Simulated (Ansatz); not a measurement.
## Response to strain in SiS2

The reference is SiS$_{2}$ (space group Ibam, No. 72; made of chains).

```
CELL_PARAMETERS angstrom
     -3.18296     5.55665     2.79625
      3.18296    -5.55665     2.79625
      3.18296     5.55665    -2.79625
ATOMIC_POSITIONS crystal
  S  0.89628 0.81848 0.71476
  S  0.39628 0.68152 0.07780
  S  0.60372 0.31848 0.92220
  S  0.10372 0.18152 0.28524
  Si 0.75000 0.75000 0.00000
  Si 0.25000 0.25000 0.00000
```

Strains are applied to the cell and any free atomic positions relax.

Computed with PBE/PAW in Ansatz (an electronic-structure program), without spin-orbit coupling.

Notes on the quantities. energy relative to the base: free energy F.

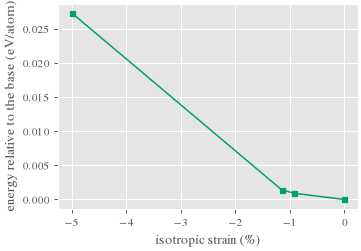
*Energy relative to the base against isotropic strain*

```
isotropic strain (%)  energy relative to the base
--------------------  ---------------------------
-5                                   +27 meV/atom
-1.15                               +1.4 meV/atom
-0.92                               +0.9 meV/atom
```

Stability against distortions was not tested. No dispersion term is included, though the crystal is made of layers, chains or molecules, so its spacings can come out too wide.
